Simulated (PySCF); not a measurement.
Si(Cl)(H)2(nPr), C₃H₉ClSi, SMILES CCC[SiH2]Cl at its CAM-B3LYP/def2-SVP optimised geometry (Å):

```
14

Si    -0.5200     0.7019     0.0000
Cl     1.5616     0.7019     0.0000
C     -1.2327    -0.1716    -1.4974
C     -1.1453    -1.7030    -1.5477
C      0.2608    -2.2502    -1.7703
H     -0.9636     0.0466     1.2589
H     -0.9492     2.1243     0.0000
H     -2.2934     0.1398    -1.5112
H     -0.7840     0.2725    -2.4029
H     -1.8022    -2.0660    -2.3554
H     -1.5616    -2.1243    -0.6166
H      0.9471    -1.9669    -0.9591
H      0.2499    -3.3485    -1.8345
H      0.6914    -1.8654    -2.7084
```

Calculation: CAM-B3LYP/def2-TZVP in PySCF. Cells within 0.4 Å of a nucleus heavier than hydrogen are left out (blank, or x).

Map of the electrostatic potential (hartree/e), clipped to [-0.08, 0.12] on the plane z = 0.0 Å:

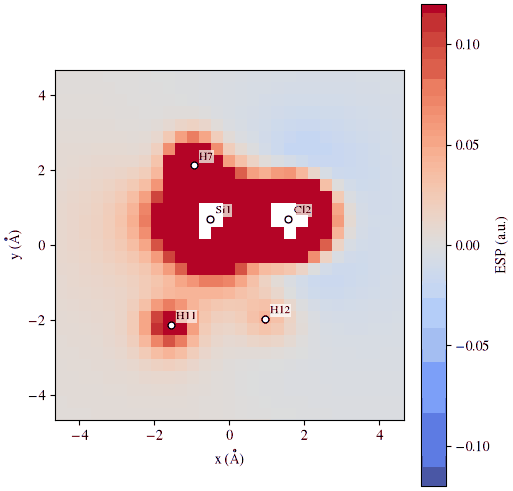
Electrostatic potential (hartree/e), clipped to [-0.08, 0.12] on the plane z = 0.0 Å.
